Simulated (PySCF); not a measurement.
# Two runs on Si₂H₆

System: Si₂H₆.
Method of run 1: GIAO HF/pcSseg-2 NMR shielding, non-relativistic, gas phase (PySCF 2.14.0).

The geometry comes from this level: PBE0-D3(BJ)/def2-SVP. Text and figures count atoms from 1; the logs count them from 0 in places.

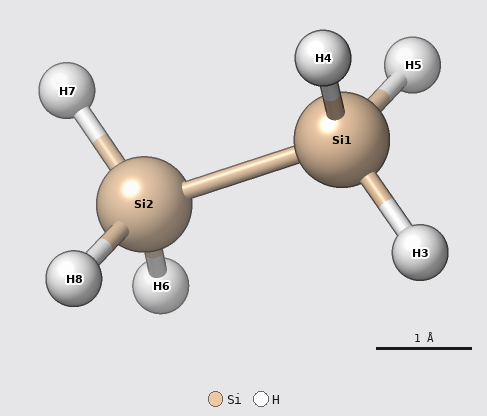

The structure as given in the input (ball-and-stick view, seen at an oblique angle; atoms are numbered from 1 in the order of the input). Bond lengths as drawn: H–Si 1.50 Å and Si–Si 2.34 Å.

## Input, run 1
```
{"job": {"kind": "nmr", "xc": "HF", "basis": "pcSseg-2", "pop": false}, "charge": 0, "multiplicity": 1}
Si    -1.164758     0.107036    -0.031645
Si     1.168592    -0.109455     0.019140
H     -1.757346    -0.831272    -1.034105
H     -1.533860     1.507078    -0.407419
H     -1.743885    -0.197155     1.313342
H      1.561412    -1.501235     0.399992
H      1.745143     0.842848     1.018205
H      1.742812     0.200976    -1.326640
```

The first line tells a small driver script what to run in PySCF; the rest is the geometry in Å.

Launched with:
```bash
OMP_NUM_THREADS=1 python <driver script> task.json out
```

Hardware: 1 CPU thread, shared host.

## Output (run 1)
```
final grid: 56088 points
cycle   1  E = -581.3363867541  dE = -4.677e-01  |g| = 2.478e-01  |ddm| = 1.855e+00
cycle   2  E = -581.3675994692  dE = -3.121e-02  |g| = 7.624e-02  |ddm| = 2.828e-01
cycle   3  E = -581.3707838039  dE = -3.184e-03  |g| = 2.592e-02  |ddm| = 1.265e-01
cycle   4  E = -581.3711245948  dE = -3.408e-04  |g| = 3.779e-03  |ddm| = 4.014e-02
cycle   5  E = -581.3711372746  dE = -1.268e-05  |g| = 9.726e-04  |ddm| = 8.854e-03
cycle   6  E = -581.3711381487  dE = -8.741e-07  |g| = 1.127e-04  |ddm| = 3.049e-03
cycle   7  E = -581.3711381614  dE = -1.269e-08  |g| = 2.393e-05  |ddm| = 4.244e-04
cycle   8  E = -581.3711381618  dE = -4.627e-10  |g| = 5.162e-06  |ddm| = 8.264e-05
converged SCF energy = -581.3711381618

GIAO shielding tensors (ppm)
atom      isotropic    diamagn.    paramagn.     s11        s22        s33       span
  0 Si     477.753     875.873    -398.121    476.000    477.086    480.172      4.172
  1 Si     477.751     875.872    -398.121    475.984    477.091    480.179      4.195
  2 H       28.237      29.084      -0.847     25.414     26.027     33.269      7.856
  3 H       28.233      29.108      -0.875     25.408     26.048     33.242      7.834
  4 H       28.235      29.096      -0.860     25.412     26.033     33.261      7.849
  5 H       28.237      29.083      -0.846     25.415     26.024     33.273      7.857
  6 H       28.233      29.107      -0.874     25.409     26.046     33.246      7.838
  7 H       28.234      29.094      -0.860     25.410     26.039     33.253      7.843
```

The input of run 2 differs as follows (lines with − go, lines with + come):
```diff
-"xc": "HF"
+"xc": "PBE0"
```

How does run 2 compare with run 1?

The total energies belong to different methods, so their difference says nothing on which is more stable or more accurate. The HOMO goes from −11.04 to −8.40 eV. The LUMO goes from 2.79 to 0.27 eV. Of all shieldings, the largest change is that of Si1 and Si2, by −25.7 ppm. The method changes from HF to PBE0. The SCF takes 9 iterations against 8.

## Output (run 2)
```
coarse grid: 6968 points
cycle   1  E = -582.3402872420  dE = -3.401e-01  |g| = 1.325e-01  |ddm| = 1.912e+00
cycle   2  E = -582.3428488138  dE = -2.562e-03  |g| = 5.677e-02  |ddm| = 1.236e-01
cycle   3  E = -582.3431644133  dE = -3.156e-04  |g| = 1.090e-02  |ddm| = 3.970e-02
cycle   4  E = -582.3431932072  dE = -2.879e-05  |g| = 3.440e-03  |ddm| = 1.268e-02
cycle   5  E = -582.3431976805  dE = -4.473e-06  |g| = 1.870e-04  |ddm| = 4.197e-03
final grid: 56088 points
cycle   6  E = -582.3511309685  dE = -1.863e-05  |g| = 1.503e-03  |ddm| = 1.296e-02
cycle   7  E = -582.3511310649  dE = -9.643e-08  |g| = 4.953e-04  |ddm| = 1.025e-03
cycle   8  E = -582.3511310772  dE = -1.227e-08  |g| = 8.490e-05  |ddm| = 1.936e-04
cycle   9  E = -582.3511310781  dE = -9.323e-10  |g| = 2.352e-05  |ddm| = 8.580e-05
converged SCF energy = -582.3511310781

GIAO shielding tensors (ppm)
atom      isotropic    diamagn.    paramagn.     s11        s22        s33       span
  0 Si     452.095     879.550    -427.454    450.272    451.491    454.523      4.251
  1 Si     452.094     879.549    -427.454    450.253    451.498    454.532      4.279
  2 H       27.634      28.693      -1.058     24.796     25.441     32.666      7.870
  3 H       27.629      28.713      -1.084     24.786     25.462     32.638      7.852
  4 H       27.632      28.703      -1.071     24.793     25.447     32.657      7.864
  5 H       27.635      28.692      -1.057     24.798     25.438     32.669      7.871
  6 H       27.629      28.712      -1.083     24.787     25.459     32.642      7.855
  7 H       27.631      28.700      -1.070     24.790     25.452     32.650      7.860
```

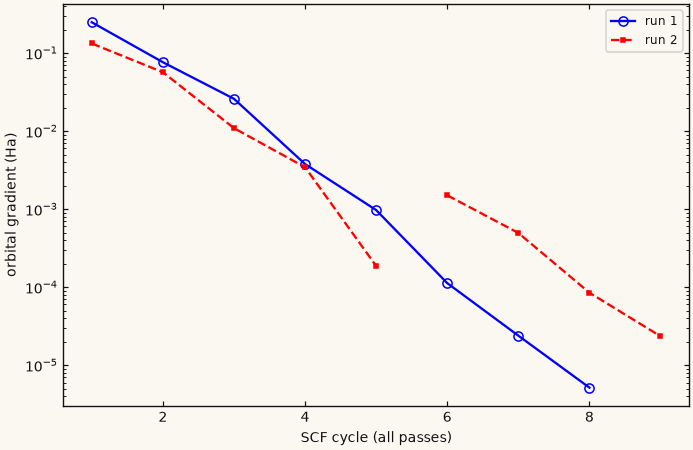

Convergence of the two runs: orbital gradient against the SCF cycle. A break in a curve parts two SCF passes (coarse and final grid). Run 1 takes 8 cycles in all, and run 2 takes 9.

## The two runs side by side

| quantity | run 1 | run 2 |
| --- | --- | --- |
| outcome | converged | converged |
| total energy (hartree) | −581.371138 | −582.351131 |
| HOMO (eV) | −11.04 | −8.40 |
| LUMO (eV) | 2.79 | 0.27 |
| dipole moment (D) | 0.02 | 0.02 |
| shielding of Si1 (ppm) | 477.8 | 452.1 |
| shielding of Si2 (ppm) | 477.8 | 452.1 |
| shielding of H3 (ppm) | 28.2 | 27.6 |
| shielding of H4 (ppm) | 28.2 | 27.6 |
| shielding of H5 (ppm) | 28.2 | 27.6 |
| shielding of H7 (ppm) | 28.2 | 27.6 |
| shielding of H8 (ppm) | 28.2 | 27.6 |
| SCF iterations | 8 | 9 |
| basis functions | 170 | 170 |
| wall time (shared host) | 5.8 s | 11 s |
